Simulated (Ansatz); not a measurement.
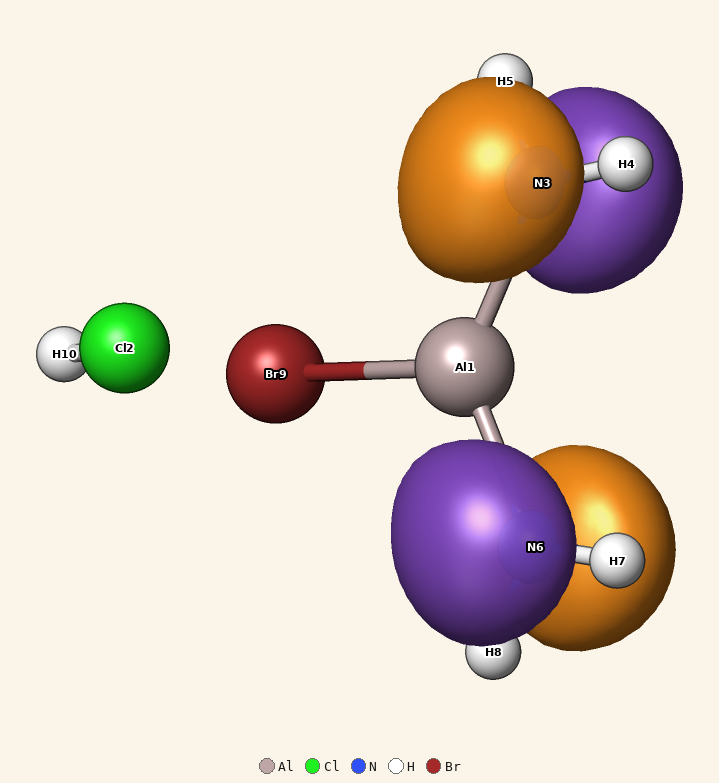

Figure. AlBrH4N2···HCl. The HOMO at ±0.15 Å⁻³ᐟ² (orange and purple are the two phases), seen across its widest extent.

Method: RHF/def2-SVP (Ansatz).

Input

```
crystal:
  periodic: [false, false, false]
  atoms:
    - { symbol: Al, position_ang: [0.035801, 0.678536, -0.596449] }
    - { symbol: Cl, position_ang: [-0.010898, 0.010258, 2.767638] }
    - { symbol: "N", position_ang: [1.596888, -0.022536, -0.99103] }
    - { symbol: H, position_ang: [1.750677, -0.894747, -1.458502] }
    - { symbol: H, position_ang: [2.473214, 0.387463, -0.733312] }
    - { symbol: "N", position_ang: [-1.549332, 0.031474, -0.988005] }
    - { symbol: H, position_ang: [-1.752014, -0.901028, -1.292161] }
    - { symbol: H, position_ang: [-2.400859, 0.542649, -0.862454] }
    - { symbol: Br, position_ang: [0.076272, 2.874479, 0.32113] }
    - { symbol: H, position_ang: [-0.029249, 1.320751, 2.589945] }
basis:
  gaussian: { orbitals: def2-SVP }
hamiltonian:
  xc: hf
relax:
  f_tol: 0.03
  max_steps: 50
output:
  orbitals: {}
```

Run with:

```sh
ansatz run input.yaml --threads 2 --pin off --max-ram 3072MiB --backend cpu --events-out ev --progress --plain --runs-dir out
```

The fields are those of the run's last geometry, not of the input's.

### Where does this orbital lie, and at what energy?

By Hirshfeld shares it lies mainly on N3 (about 40 %) and N6 (about 40 %); largely a combination of lone pairs on N3 and N6. Its energy is −10.63 eV.
